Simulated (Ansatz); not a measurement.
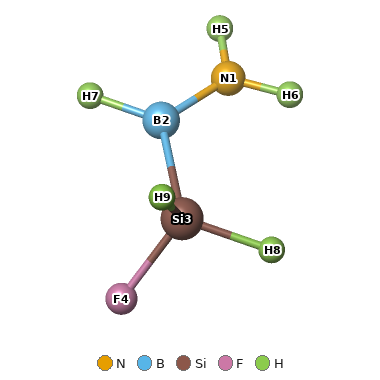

The system is BFH₅NSi, SMILES NB[SiH2]F; the picture shows the reference structure. 
- The first coordinate is: dihedral H5–N1–B2–Si3; the second: dihedral N1–B2–Si3–F4.
- Nothing is relaxed (all other coordinates rigid).
- The scan uses an 18 × 18 grid.
- Points are written as (first, second).
- Energies are in kcal/mol, from the lowest grid point.
- Computed with RKS BHLYP-D4/def2-SVP in Ansatz.

Its coordinates:

```yaml
atoms:
  - { symbol: N, position_ang: [-0.3789, 1.5876, 0.1719] }
  - { symbol: B, position_ang: [0.0197, 0.3780, 0.7090] }
  - { symbol: Si, position_ang: [0.2791, -1.2419, -0.4610] }
  - { symbol: F, position_ang: [-0.4985, -2.5174, 0.1833] }
  - { symbol: H, position_ang: [-0.5027, 2.4167, 0.7280] }
  - { symbol: H, position_ang: [-0.5875, 1.7300, -0.8014] }
  - { symbol: H, position_ang: [0.2267, 0.3278, 1.8910] }
  - { symbol: H, position_ang: [-0.2636, -1.0519, -1.8322] }
  - { symbol: H, position_ang: [1.7058, -1.6290, -0.5886] }
```

Range: dihedral H5–N1–B2–Si3 from −180 to 160°; dihedral N1–B2–Si3–F4 from −180 to 160°.

What landscape does the calculation give?

Answer. The lowest grid point is at (0°, 0°); the map holds 2 wells of about this depth. There are further wells near (−180°, −140°) (1.8 kcal/mol above the lowest at that grid point); (−180°, 120°) (1.9 kcal/mol above the lowest at that grid point). The highest grid point, (100°, 100°), lies 42.1 kcal/mol above the lowest. On the interpolated surface the easiest way out of the lowest well to its copy in the next cell or period passes a barrier of about 2.7 kcal/mol. Round the minimum the two coordinates are weakly coupled (coupling 0.13 in units of the two stiffnesses).

| dihedral N1–B2–Si3–F4 ↓, dihedral H5–N1–B2–Si3 → | −160 | −120 | −80 | −40 | 0 | 40 | 80 | 120 | 160 |
| --- | --- | --- | --- | --- | --- | --- | --- | --- | --- |
| 160 | 5.6 | 28.4 | 40.0 | 14.4 | 2.2 | 15.1 | 40.4 | 27.8 | 5.2 |
| 120 | 5.3 | 29.0 | 41.5 | 14.9 | 1.9 | 15.1 | 41.6 | 28.8 | 5.2 |
| 80 | 5.7 | 28.7 | 42.1 | 15.9 | 2.6 | 15.0 | 41.5 | 29.7 | 6.2 |
| 40 | 5.2 | 28.3 | 40.5 | 14.2 | 1.6 | 14.8 | 40.6 | 27.9 | 4.7 |
| 0 | 3.5 | 27.2 | 39.9 | 13.5 | 0.0 | 13.3 | 39.8 | 27.4 | 3.5 |
| −40 | 4.6 | 27.6 | 40.7 | 14.9 | 1.6 | 13.9 | 40.3 | 28.5 | 5.2 |
| −80 | 6.0 | 29.4 | 41.7 | 15.3 | 2.6 | 15.6 | 41.9 | 29.0 | 5.8 |
| −120 | 5.1 | 28.5 | 41.8 | 15.3 | 1.9 | 14.7 | 41.4 | 29.3 | 5.5 |
| −160 | 5.0 | 27.5 | 40.5 | 15.4 | 2.2 | 14.2 | 39.9 | 28.8 | 5.8 |

The table holds every second grid line.

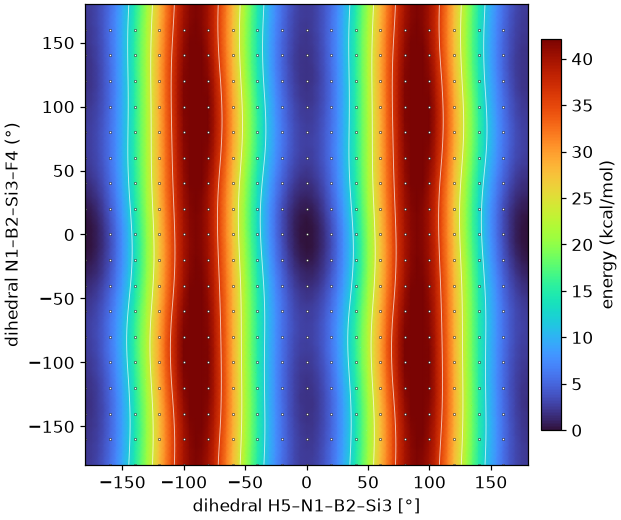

The picture shows a smooth colour map with a few white contour lines, dots at the grid points. Between grid points the surface is interpolated.

Time for the 324 points that were run: 19 min on 1 thread of Arm Neoverse V1, on a shared host.
